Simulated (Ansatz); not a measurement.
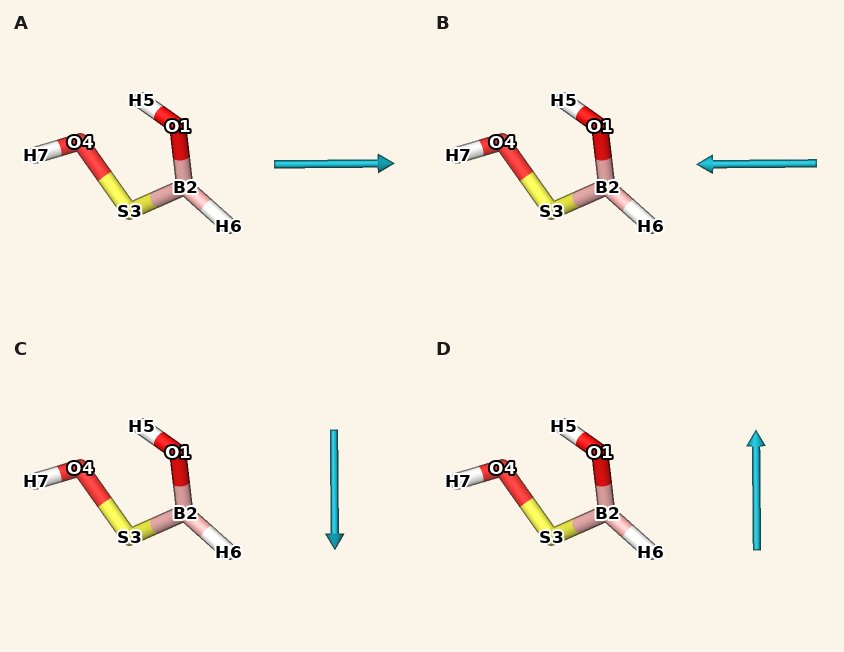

The same molecule four times, each with an arrow. The computed structure is the end point of a PBE0-D4/def2-TZVP optimisation. No frequency run is at hand to confirm it as a minimum. Properties computed with RKS PBE0-D4/def2-TZVP (Ansatz 0.2.0).

**Which arrow points along the dipole moment, from the negative to the positive end?**

B. The dipole moment is 2.09 D; it points from the side of H6 to the side of H7 (the outermost atoms at the two ends).
